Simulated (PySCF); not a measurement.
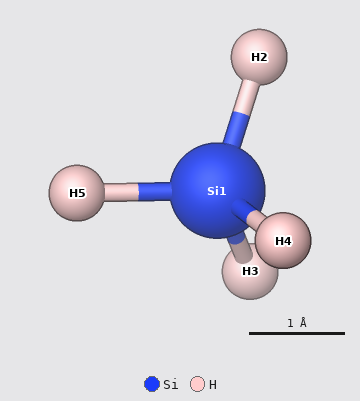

*The input geometry (ball-and-stick view, seen at a tilt; atoms are numbered from 1 in the order of the input).*

Bond lengths as drawn: H–Si 1.49 Å.

**Run report: SiH₄, frequency calculation**

SiH₄, computed with RKS-based PBE, Si def2-TZVP, H def2-TZVP; non-relativistic Hamiltonian; density fitting (PySCF 2.14.0).

### The program's output
```
init E= -291.721174806847
  HOMO = -0.312100023265397  LUMO = 0.00779434765944354  gap/eV = 8.70477
cycle= 1 E= -291.721174806847  delta_E=    0  |g|= 2.85e-06  |ddm|= 5.08e-06
  HOMO = -0.312099460188175  LUMO = 0.00779477167864964  gap/eV = 8.70477
Extra cycle  E= -291.721174806848  delta_E= -9.09e-13  |g|= 2.72e-06  |ddm|= 5.04e-06
converged SCF energy = -291.721174806848
```

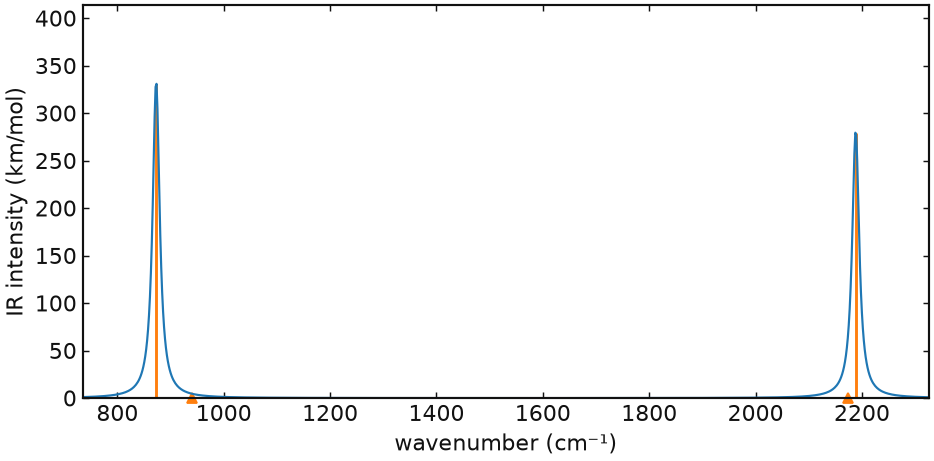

*Harmonic infrared spectrum, unscaled: sticks (degenerate modes added up, dark ones marked on the axis) with a Lorentzian envelope of 16 cm⁻¹ full width, scaled to the tallest stick.*

9 modes from 873 to 2188 cm⁻¹, none imaginary. The strongest line is at 873 cm⁻¹ (331 km/mol). All modes, in cm⁻¹ (km/mol): 873 (110), 873 (110), 873 (110), 940 (0.0), 940 (0.0), 2173 (0.0), 2188 (93), 2188 (93), 2188 (93).

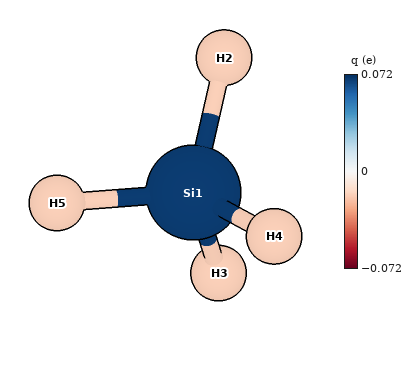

*Mulliken charges, as the colour of each atom (ball-and-stick view, seen at a tilt; atoms are numbered from 1 in the order of the input).*

By element: Si +0.07 and H −0.02 e.

This output came from the following input.

### Input
```python
from pyscf import gto, scf, dft
mol = gto.M(atom='''
Si     0.000000    -0.000000    -0.000000
H      1.219335     0.000000     0.862200
H     -1.219335     0.000000     0.862200
H     -0.000000     1.219335    -0.862200
H      0.000000    -1.219335    -0.862200''',
    basis={'Si': 'def2-TZVP', 'H': 'def2-TZVP'},
    charge=0, spin=0)
mf = dft.RKS(mol, xc='PBE')
mf.grids.atom_grid = (75, 302)
aux = {'Si': 'def2-universal-JKFIT', 'H': 'def2-universal-JKFIT'}
mf = mf.density_fit(auxbasis=aux)
mf.conv_tol = 1e-09
mf.diis_space = 10
mf.max_cycle = 60
mf.verbose = 4
mf.kernel()
```

The script is an equivalent of the set-up of the self-consistent field. The run itself was carried out by a driver, which started from the orbitals of the step before it where there was one and computed the further properties.

Run as:
```bash
OMP_NUM_THREADS=4 python axn.py task.json out
```

### Key numbers

| quantity | value |
| --- | --- |
| outcome | converged |
| total energy | −291.721175 hartree |
| HOMO | −8.49 eV |
| LUMO | 0.21 eV |
| zero-point energy | 0.030157 hartree |
| dipole moment | 0.00 D |
| wavenumbers, lowest and highest | 873 and 2188 cm⁻¹ |
| hardware | 4 threads of Intel Xeon @ 2.50GHz (Skylake/Cascade Lake), 192 GiB of memory available, shared host |
| wall time | 8.2 s (CPU time 26 s) |
| peak memory | 0.87 GiB |
